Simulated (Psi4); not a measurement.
## AlSbH3F: a line through the functionals

AlSbH3F has 6 atoms, charge 0, and is taken as a singlet. As SMILES, `[F][AlH][SbH2]`. Geometry: relaxed at PBE0-D4/def2-TZVP. This is one conformer, not always the lowest.

The HOMO–LUMO gap y, in eV, basis def2-SVP with a core potential; a is the functional's share of exact exchange. Programs: Psi4 1.11.

| functional | program | a | y (eV) |
| --- | --- | --- | --- |
| revPBE | Psi4 | 0 | 4.09 |
| BLYP | Psi4 | 0 | 4.01 |
| B3LYP | Psi4 | 0.2 | ? |
| PBE0 | Psi4 | 0.25 | 5.77 |
| BHLYP | Psi4 | 0.5 | 7.39 |

Q: Fit y = c + s·a to the known rows and predict B3LYP.

A: 
1. Means of the 4 rows: a = 0.1875, y = 5.315.
2. Σ(Δa)² = 0.17188, Σ(Δa·Δy) = 1.1512, so the slope is 1.1512/0.17188 = 6.6977.
3. Intercept: 5.315 − (6.6977) × 0.1875 = 4.059. The largest residual of the fit is 0.049.
4. B3LYP: 4.059 + (6.6977) × 0.2 = 5.40 eV.

The run gave 5.38 eV, so the prediction is off by +0.02 eV, within the scatter of the fit. Exact exchange lowers occupied levels and raises empty ones. The rows mix families of semi-local functionals, which the line can't see.

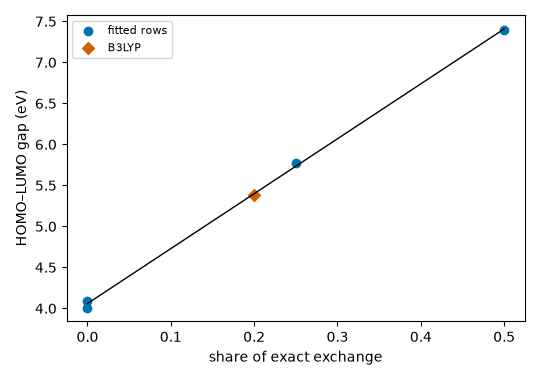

The fitted line, with the withheld row.
